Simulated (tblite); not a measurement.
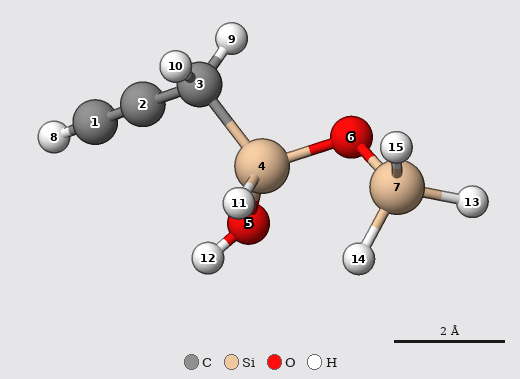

C3H8O2Si2, before the relaxation. A ball-and-stick model, seen from a free direction.

Method: GFN2-xTB geometry optimisation, gas phase in tblite 0.8.0.

```xyz
15

C     3.3847   -0.2328    1.0325
C     2.5022   -0.2280    0.1801
C     1.4341   -0.2422   -0.8212
Si   -0.2240   -0.1973    0.0816
O     0.0945    0.3649    1.6917
O    -1.2759    0.8961   -0.7085
Si   -2.8569    0.2022   -0.7187
H     4.1558   -0.2304    1.7653
H     1.5401    0.6829   -1.4258
H     1.5075   -1.1112   -1.4849
H    -0.7264   -1.5703    0.1244
H     0.3358   -0.3573    2.3125
H    -3.8353    1.2942   -0.5275
H    -2.9660   -0.7308    0.4396
H    -3.0746   -0.5434   -1.9629
```

Question: Predict the outcome.

Answer: After 81 geometry steps the energy has fallen by 1.104 eV. O6 moves most after the best rigid fit: 1.26 Å. Largest moves by element: O 1.26 Å, H 0.97 Å, Si 0.53 Å, C 0.20 Å. Among the contacts that change: Si4–Si7 2.781 → 3.140 Å, Si4–O5 1.735 → 1.626 Å, O6–Si7 1.727 → 1.622 Å, Si4–O6 1.711 → 1.613 Å. Among the angles between lasting bonds that change: Si4–O6–Si7 108.0° → 152.2°, O6–Si7–H15 110.2° → 102.5°, Si4–O5–H12 113.2° → 120.2°. Groups turn about Si4–O6 by about 85°, O6–Si7 by about 75°, Si4–O5 by about 45°.

Step by step:

| step | E − E(0), eV |
| --- | --- |
| 0 | 0.0000 |
| 1 | -0.1655 |
| 2 | -0.4577 |
| 3 | -0.5309 |
| 4 | -0.6040 |
| 5 | -0.6312 |
| 6 | -0.6652 |
| 7 | -0.7053 |
| 8 | -0.7444 |
| 9 | -0.7693 |
| 10 | -0.7932 |
| 14 | -0.8865 |
| 17 | -0.9446 |
| 21 | -0.9830 |
| 25 | -1.0340 |
| 29 | -1.0728 |
| 32 | -1.0824 |
| 36 | -1.0890 |
| 40 | -1.0916 |
| 44 | -1.0938 |
| 47 | -1.0954 |
| 51 | -1.0969 |
| 55 | -1.0986 |
| 59 | -1.1007 |
| 62 | -1.1019 |
| 66 | -1.1027 |
| 70 | -1.1032 |
| 74 | -1.1037 |
| 77 | -1.1040 |
| 81 | -1.1041 |

Final geometry:

```xyz
15

C     3.5041   -0.2073    0.8871
C     2.5641   -0.1535    0.1471
C     1.3903   -0.0966   -0.6865
Si   -0.1498   -0.6831    0.2771
O    -0.3007    0.1338    1.6745
O    -1.4534   -0.3511   -0.6124
Si   -2.9664    0.2073   -0.7878
H     4.3537   -0.2520    1.5002
H     1.2509    0.9315   -1.0306
H     1.5552   -0.7140   -1.5702
H    -0.1508   -2.1233    0.5093
H     0.4587    0.2703    2.2344
H    -2.9433    1.6598   -0.6237
H    -3.8214   -0.4281    0.2123
H    -3.2959   -0.1970   -2.1527
```

After the run, drawn alike:

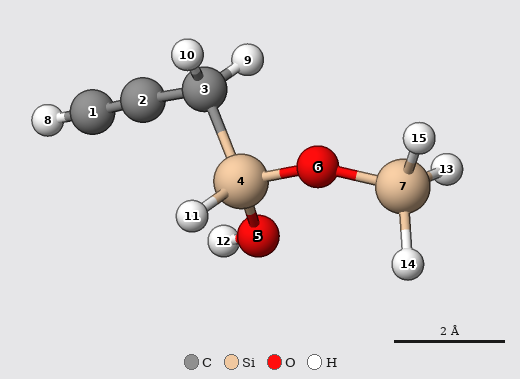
